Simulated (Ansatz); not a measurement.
**EuAl4Si2Rh2 (slab): density, localisation and related maps**

The calculation's input:

```
crystal:
  lattice:
    - [4.1994409099, 0.0, 0.0]
    - [0.0, 4.1994409099, 0.0]
    - [0.0, 0.0, 23.3023882536]
  atoms:
    - { symbol: Rh, position: [0.0, 0.0, 0.3218554218] }
    - { symbol: Al, position: [0.0, 0.5, 0.3817567379] }
    - { symbol: Al, position: [0.5, 0.0, 0.3817567379] }
    - { symbol: Si, position: [0.5, 0.5, 0.4490816817] }
    - { symbol: Eu, position: [0.0, 0.0, 0.5], spin: 7.57 }
    - { symbol: Si, position: [0.5, 0.5, 0.5509183183] }
    - { symbol: Al, position: [0.0, 0.5, 0.6182432621] }
    - { symbol: Al, position: [0.5, 0.0, 0.6182432621] }
    - { symbol: Rh, position: [0.0, 0.0, 0.6781445782] }
basis:
  ecutwfc: 420
kpoints:
  mp_grid: { grid: [6, 6, 1] }
hamiltonian:
  xc: pbe
  hubbard: { sites: [{ species: Eu, l: f, u_eff: 6.0 }] }
scf:
  occupations: { method: gaussian, width: 0.1 }
  lower_state_search: "off"
output:
  forces: true
  eigenvalues: true
  hubbard: { sites: [{ species: Eu, l: f }] }
  populations: true
  write_density: true
  write_potential: true
  elf: true
  volumetric_format: npy
magnetization:
  spin_polarized: true
efield:
  axis: 3
  dipole_correction: true
  ramp_width: 0.04
```

Launched as:

```sh
ansatz run input.yaml --threads 2 --pin off --max-ram 5632MiB --backend cpu --events-out ev --progress --plain --runs-dir out
```

Not relaxed (largest force 1.7 eV/Å); Hubbard U of 6 eV on Eu f only; spin-polarised.

Computed with DFT PBE+U, scalar-relativistic, plane waves, PAW (Ansatz 0.2.0).

In a PAW calculation such maps are meaningful between the atoms, not at the nuclei.

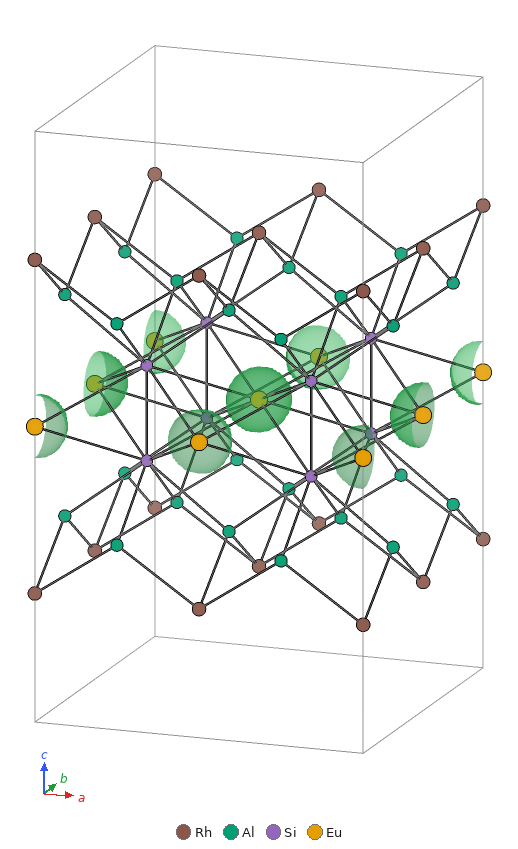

Figure 1. Isosurfaces of the spin density (up minus down) at +0.5 (green) and −0.5 e/Å³ (red), seen slightly off an axis. Sticks mark near contacts.

Where is the spin, and how is it ordered?

The spin density sits on Eu: +6.9 μB in one cell of 9 atoms: a single local moment. The cell of the calculation (9 atoms) carries 7.2 μB of net spin moment. Only one sign reaches the isovalue.

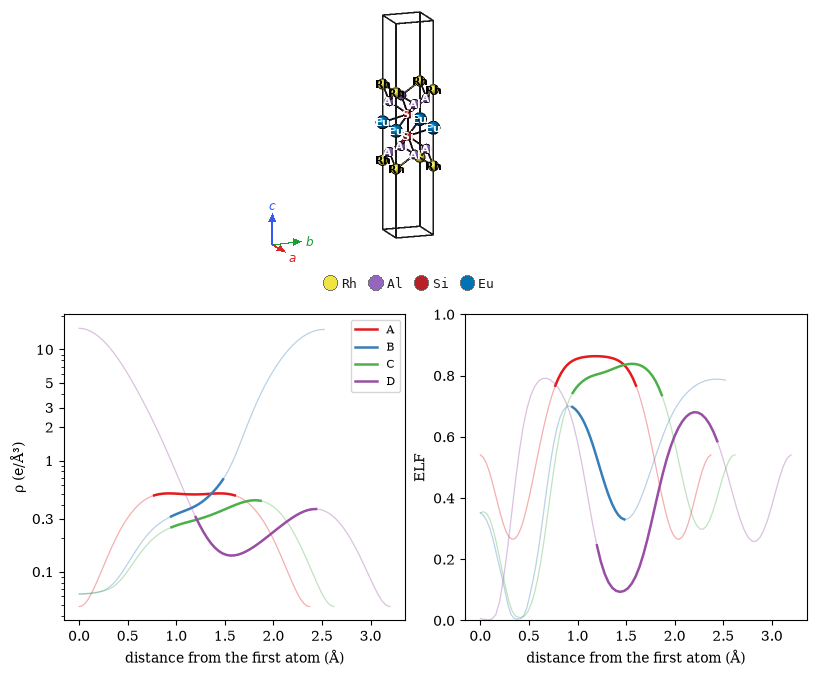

Figure 2. Valence pseudo-density and ELF along straight lines between neighbouring atoms. Thin, pale parts lie inside the atomic spheres. The structure is drawn too.

Which curve belongs to which contact (Al–Rh, Al–Si, Eu–Si and Si–Si)? The first atom named is at distance zero.

Curve A: Si–Si (2.37 Å): ρ is about 0.5 e/Å³ halfway; the ELF peaks at about 0.85 between the atoms. Curve B: Al–Rh (2.52 Å): ρ is about 0.42 e/Å³ halfway; the ELF is about 0.45 at the midpoint. Curve C: Al–Si (2.62 Å): the density is about 0.31 e/Å³ at the midpoint; the ELF peaks at about 0.85 between the atoms. Curve D: Eu–Si (3.20 Å): ρ at the midpoint is about 0.14 e/Å³; the ELF peaks at about 0.70 in the valence shell of Si, 1.0 Å from its nucleus, and drops to about 0.10 between the two atoms.

Does the calculation give a band gap?

It is metallic or semimetallic at this level of theory: no gap opens.
